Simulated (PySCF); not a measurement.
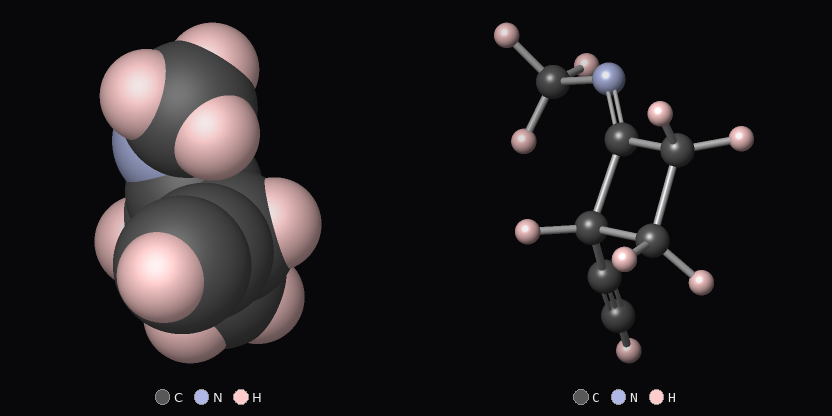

Two views of one molecule.

Computed geometry: GFN2-xTB optimisation. No frequency run is at hand to confirm it as a minimum.

Description:

It has 17 atoms: 7 carbon, 9 hydrogen and 1 nitrogen (C₇H₉N). SMILES: `C#C[C@H]1CC/C1=N/C`. Independent rings (smallest set): 1 of 4 members. Among its groups: alkyne, imine. The point group is C1. Coordination, clear cases only: 2 C linear; 1 N bent; 1 C tetrahedral.

The parts below concern this one geometry. Atoms keep their numbers from picture to picture.

**Geometry**

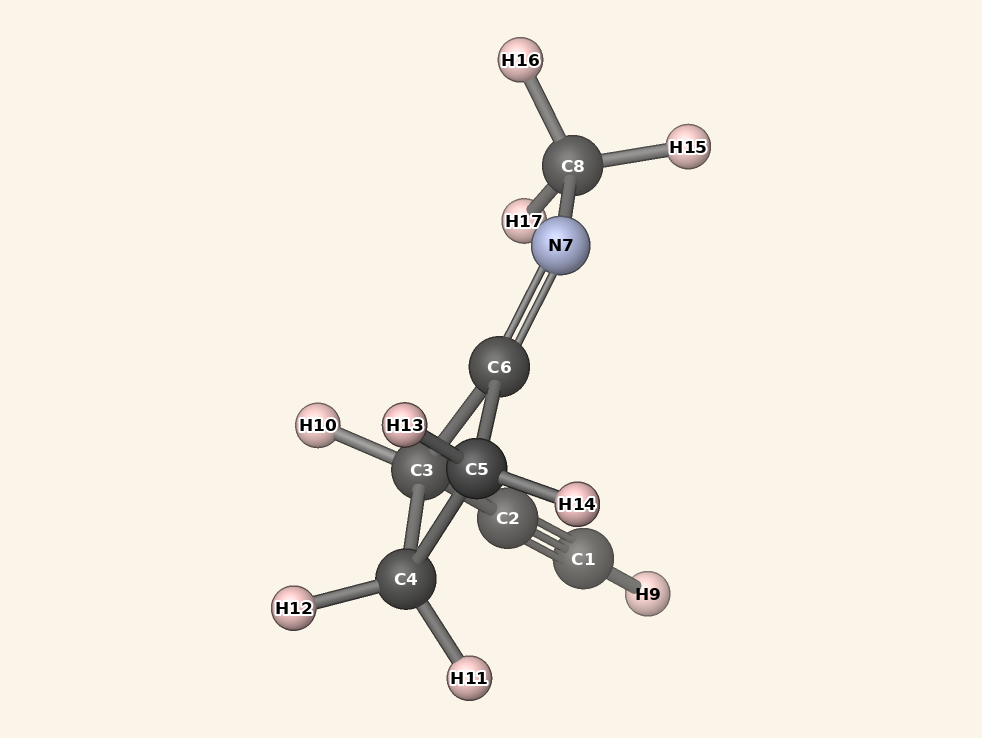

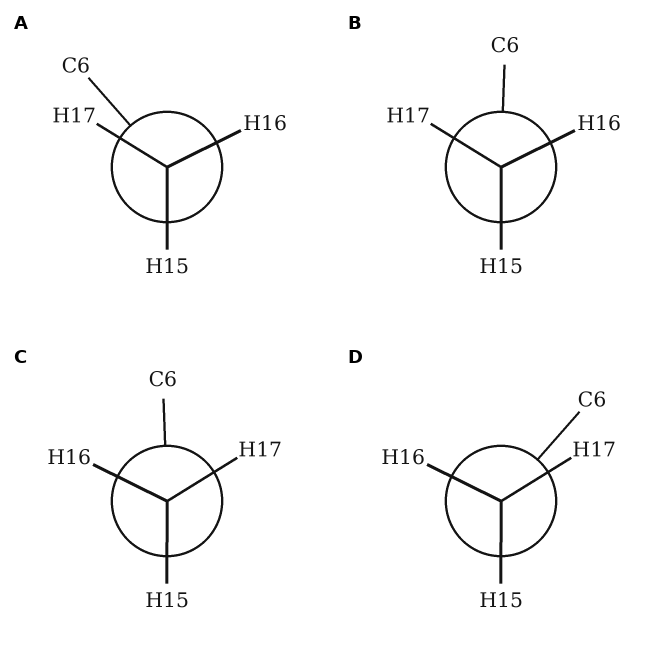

Atoms fade into the background with distance from the viewer. Bonds that would overlap in a projection are set slightly apart. No frequency run is at hand to confirm it as a minimum.

Which Newman projection shows the view along C8–N7, with C8 in front?

Answer. D. The torsion angle H15–C8–N7–C6 is −122°, anticlinal.

**Electronic properties**

No frequency run is at hand to confirm it as a minimum. Method: PBE0/def2-SVPD, gas phase (PySCF 2.14.0). Excitations: vertical, linear response.

What is the HOMO energy (Kohn–Sham orbital)?

Answer. −6.76 eV.

What is the dipole moment?

Answer. 1.34 D.

Give the LUMO energy (Kohn–Sham orbital) at this level.

Answer. −0.22 eV.

What is the brightest of the 6 lowest singlets?

Answer. 6.55 eV.

**Charges**

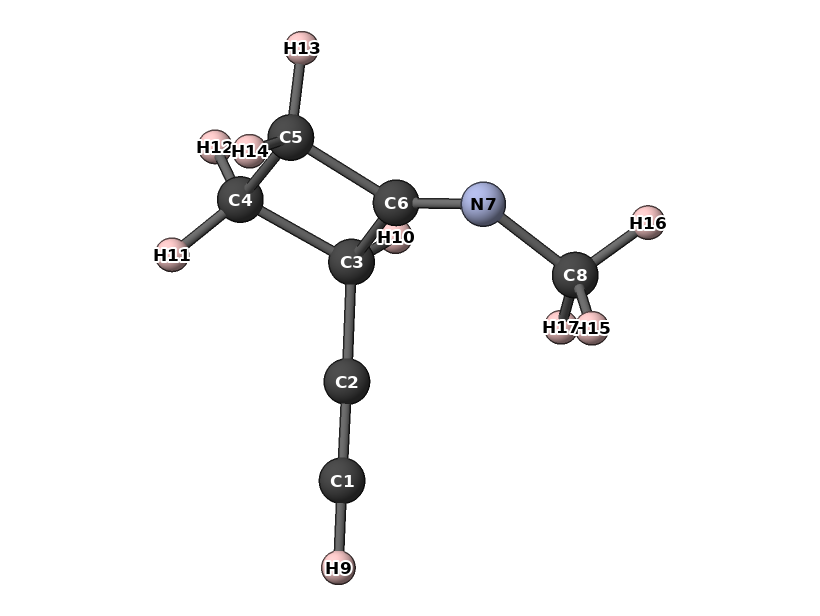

The questions are on Hirshfeld charges. No frequency run is at hand to confirm it as a minimum. Properties computed with PBE0/pcSseg-1, gas phase (PySCF 2.14.0).

List the Hirshfeld charges.

```tsv
atom	value (e)
C1	−0.12
C2	−0.04
C3	−0.02
C4	−0.06
C5	−0.07
C6	0.09
N7	−0.16
C8	−0.07
H9	0.09
H10	0.06
H11	0.04
H12	0.04
H13	0.05
H14	0.05
H15	0.05
H16	0.05
H17	0.03
```

**Polarisability**

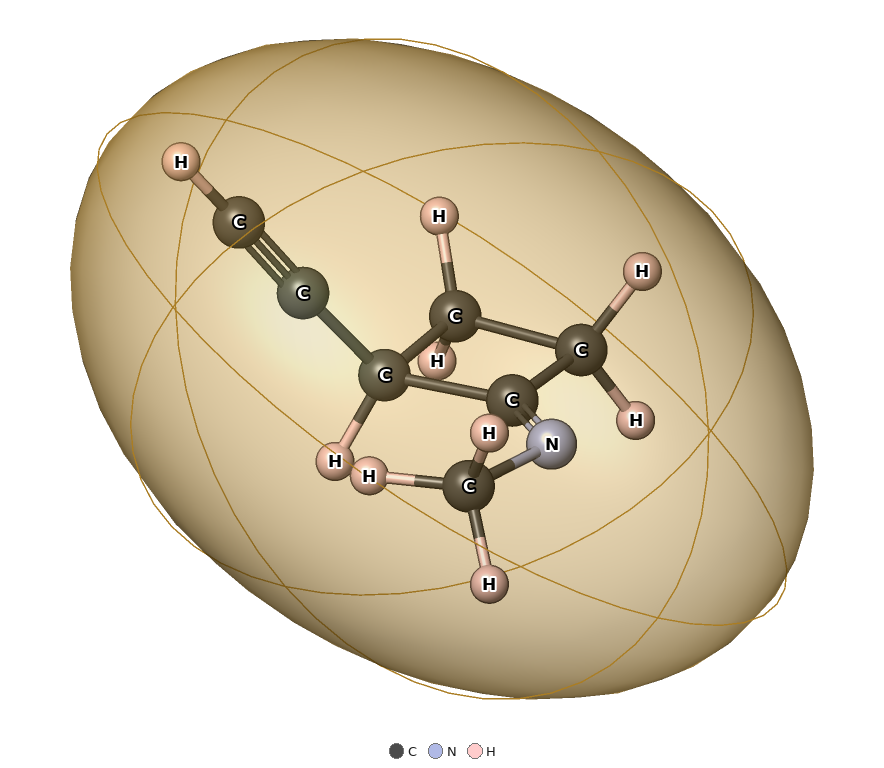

The ellipsoid shows the static dipole polarisability: its half-axes are proportional to the principal values. No frequency run is at hand to confirm it as a minimum. Level of theory: PBE0/def2-SVPD (PySCF 2.14.0).

How large and how anisotropic is the polarisability?

Answer. Principal values 66.3, 94.0, 99.6 bohr³; mean 86.6 bohr³ (12.84 Å³); anisotropy 30.9 bohr³, so the longest axis is 1.50 times the shortest.
